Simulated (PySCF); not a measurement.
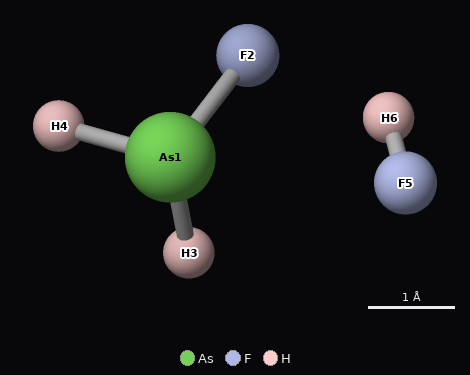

Fig. 1: The structure as given in the input (ball-and-stick view, seen on its broad side; atoms are numbered from 1 in the order of the input). Bond lengths as drawn: As–F 1.80 Å, As–H 1.51 to 1.52 Å and F–H 0.94 Å.

**Geometry relaxation of AsH3F2**

System: AsH3F2, SMILES F[AsH2].F.
Method: PBE0-D3(BJ)/def2-TZVPD geometry optimisation, gas phase (PySCF 2.14.0).

### The program's output
```
step   0  E = -2436.99881493  max force = 0.012600
step   1  E = -2437.00127011  max force = 0.004901
step   2  E = -2437.00226874  max force = 0.002134
step   3  E = -2437.00275754  max force = 0.002646
step   4  E = -2437.00324324  max force = 0.001379
step   5  E = -2437.00353653  max force = 0.001444
step   6  E = -2437.00368043  max force = 0.000830
step   7  E = -2437.00371531  max force = 0.000187
step   8  E = -2437.00371826  max force = 0.000080
optimisation converged
```

### Trajectory as extended XYZ (Å, eV, eV/Å), 9 frames, from step=0 to step=8
```
6
Properties=species:S:1:pos:R:3:forces:R:3 step=0 energy=-66314.11548
As   -0.3670   -0.1003    0.7171    0.4594   0.2382  -0.0956
F     1.2132   -0.8754    0.3382   -0.2387  -0.0578   0.2857
H    -1.0663   -0.8072   -0.4159   -0.2875  -0.1690  -0.1711
H    -0.0443    1.0606   -0.2146   -0.0344   0.2266  -0.0345
F    -0.1772   -2.7441    1.4927    0.6479  -0.0972  -0.1697
H     0.6587   -2.4800    1.1446   -0.5466  -0.1408   0.1851
6
Properties=species:S:1:pos:R:3:forces:R:3 step=1 energy=-66314.18229
As   -0.3835   -0.0566    0.7045   -0.1808   0.2520  -0.1177
F     1.1587   -0.9109    0.4273    0.0162  -0.0445  -0.0073
H    -1.1207   -0.7916   -0.4197    0.0305   0.0570   0.0843
H    -0.0295    1.0954   -0.2397    0.0203  -0.0218  -0.0101
F    -0.0602   -2.8748    1.5242   -0.1260  -0.2180   0.0704
H     0.5971   -2.3786    1.0894    0.2398  -0.0246  -0.0197
6
Properties=species:S:1:pos:R:3:forces:R:3 step=2 energy=-66314.20947
As   -0.4142    0.0228    0.6864    0.0387  -0.0791  -0.0198
F     1.1079   -0.8843    0.4404   -0.0127   0.0626   0.0557
H    -1.1427   -0.7390   -0.4185   -0.0574   0.0703   0.0189
H    -0.0196    1.1367   -0.2777    0.0230   0.0424  -0.0808
F    -0.0553   -2.9203    1.5138    0.1097  -0.0656  -0.0322
H     0.6390   -2.4330    1.1206   -0.1014  -0.0306   0.0581
6
Properties=species:S:1:pos:R:3:forces:R:3 step=3 energy=-66314.22277
As   -0.4243    0.0761    0.6681    0.1250  -0.0081   0.0327
F     1.0926   -0.8490    0.4589   -0.1360  -0.0013   0.0604
H    -1.1727   -0.6846   -0.4207   -0.0213   0.0011  -0.0337
H    -0.0071    1.1652   -0.3175   -0.0037   0.0157  -0.0434
F    -0.0270   -2.9950    1.5114    0.1357   0.0407  -0.0592
H     0.6321   -2.4441    1.1440   -0.0997  -0.0481   0.0432
6
Properties=species:S:1:pos:R:3:forces:R:3 step=4 energy=-66314.23598
As   -0.4430    0.1584    0.6493    0.0096   0.0508   0.0443
F     1.0230   -0.8482    0.5139   -0.0538   0.0208  -0.0118
H    -1.2165   -0.5994   -0.4249    0.0004  -0.0261  -0.0235
H     0.0238    1.1963   -0.3736    0.0352  -0.0475   0.0051
F     0.0361   -3.0916    1.4995   -0.0055  -0.0688   0.0310
H     0.6197   -2.4472    1.1679    0.0141   0.0709  -0.0452
6
Properties=species:S:1:pos:R:3:forces:R:3 step=5 energy=-66314.24397
As   -0.4687    0.2448    0.6358   -0.0655   0.0692  -0.0301
F     0.9430   -0.8328    0.5656    0.0463  -0.0728   0.0196
H    -1.2547   -0.5196   -0.4281   -0.0061  -0.0047   0.0144
H     0.0728    1.2076   -0.4218    0.0116  -0.0111   0.0167
F     0.1171   -3.1883    1.4917   -0.0185  -0.0549   0.0312
H     0.5861   -2.4469    1.1823    0.0322   0.0743  -0.0518
6
Properties=species:S:1:pos:R:3:forces:R:3 step=6 energy=-66314.24788
As   -0.4903    0.3124    0.6211   -0.0427   0.0329   0.0000
F     0.8703   -0.8336    0.6227    0.0102  -0.0337   0.0026
H    -1.2925   -0.4533   -0.4302    0.0069  -0.0005   0.0084
H     0.1187    1.2102   -0.4552    0.0136  -0.0117   0.0005
F     0.1913   -3.2535    1.4847   -0.0051  -0.0074   0.0062
H     0.5550   -2.4496    1.1858    0.0171   0.0204  -0.0178
6
Properties=species:S:1:pos:R:3:forces:R:3 step=7 energy=-66314.24883
As   -0.5048    0.3493    0.6145    0.0037   0.0077  -0.0023
F     0.8229   -0.8358    0.6559   -0.0092  -0.0014   0.0014
H    -1.3136   -0.4152   -0.4318   -0.0016  -0.0028   0.0002
H     0.1483    1.2037   -0.4711    0.0012  -0.0056   0.0035
F     0.2317   -3.2828    1.4790   -0.0036   0.0054  -0.0025
H     0.5413   -2.4535    1.1869    0.0096  -0.0032  -0.0003
6
Properties=species:S:1:pos:R:3:forces:R:3 step=8 energy=-66314.24891
As   -0.5085    0.3583    0.6127    0.0039   0.0000  -0.0004
F     0.8103   -0.8361    0.6642   -0.0040   0.0024   0.0007
H    -1.3196   -0.4059   -0.4320   -0.0005  -0.0004   0.0009
H     0.1558    1.2012   -0.4747   -0.0006  -0.0007  -0.0008
F     0.2391   -3.2885    1.4771   -0.0016   0.0029  -0.0026
H     0.5413   -2.4555    1.1876    0.0028  -0.0041   0.0023
```

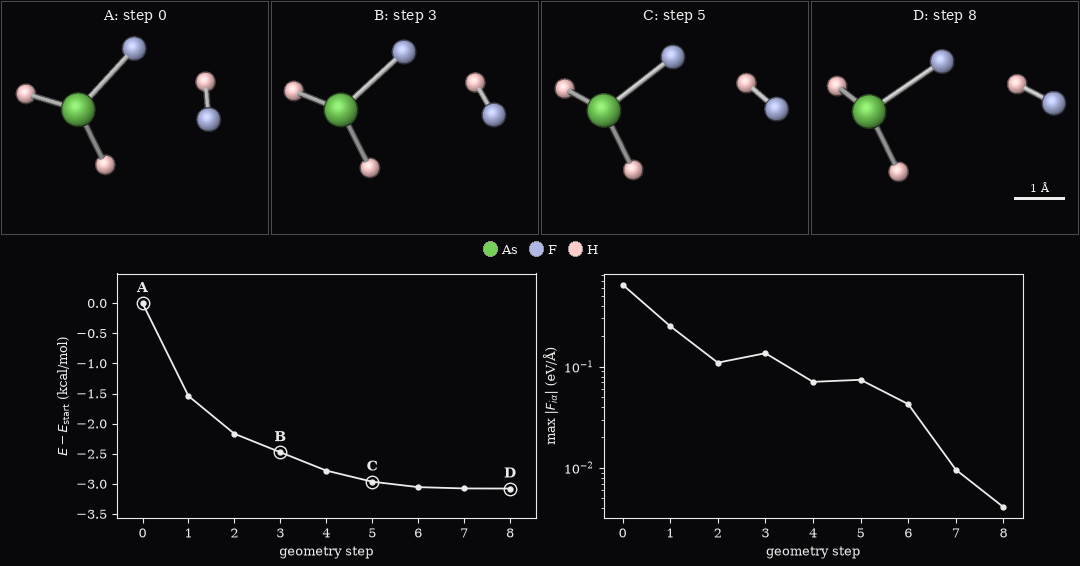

Fig. 2: Frames of the relaxation (ball-and-stick view, seen at a tilt) above the curves, on which the letters mark them (steps are counted from 0).

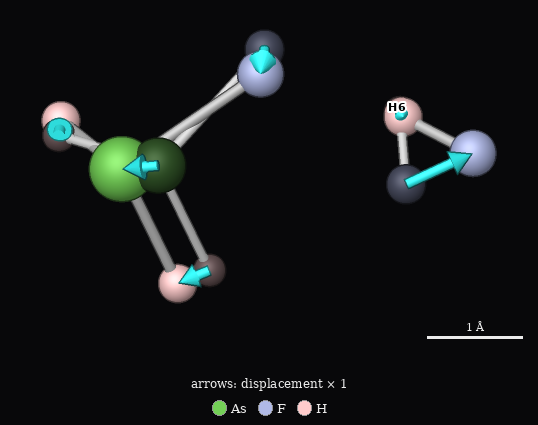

Fig. 3: Start (faint) and end (solid) with the displacements as teal arrows, at true length (ball-and-stick view, seen at a tilt). The two geometries are laid on each other by the best rigid fit. The energy falls by 3.08 kcal/mol in 8 geometry steps. Largest force component: 0.65 eV/Å at the start, 0.0041 eV/Å at the end. The atom that moves furthest after the best rigid fit is F5 (0.78 Å). By element the largest moves are F 0.78 Å, As 0.40 Å, H 0.38 Å. Distances before and after: As1–F2 1.800 → 1.780 Å, As1–H3 1.507 → 1.528 Å, F5–H6 0.943 → 0.932 Å, As1–H4 1.523 → 1.528 Å. Among the angles that change: F2–As1–H4 90.8° → 93.9°. (Atoms are counted from 1 in the order of the input.)

This output came from the following input.

### The input
```
{"job": {"xc": "PBE0", "basis": "def2-TZVPD", "d3": "d3bj", "grid": 3, "kind": "geom", "shake": 0.01}, "charge": 0, "multiplicity": 1, "parts": [{"atoms": "0-3", "charge": 0, "multiplicity": 1}, {"atoms": "4-5", "charge": 0, "multiplicity": 1}]}
As    -0.367035    -0.100320     0.717077
F      1.213242    -0.875366     0.338200
H     -1.066258    -0.807183    -0.415887
H     -0.044300     1.060574    -0.214565
F     -0.177188    -2.744128     1.492662
H      0.658709    -2.480004     1.144650
```

The first line tells a small driver script what to run in PySCF; the rest is the geometry in Å.

Launch command:
```bash
OMP_NUM_THREADS=1 python <driver script> task.json out
```

### Results in brief

| quantity | value |
| --- | --- |
| outcome | converged |
| total energy | −2437.003718 hartree |
| dipole moment | 4.20 D |
| point group | C1 |
| hardware | 1 CPU thread, shared host |
| wall time | 2 min |
| peak memory | 0.62 GiB |
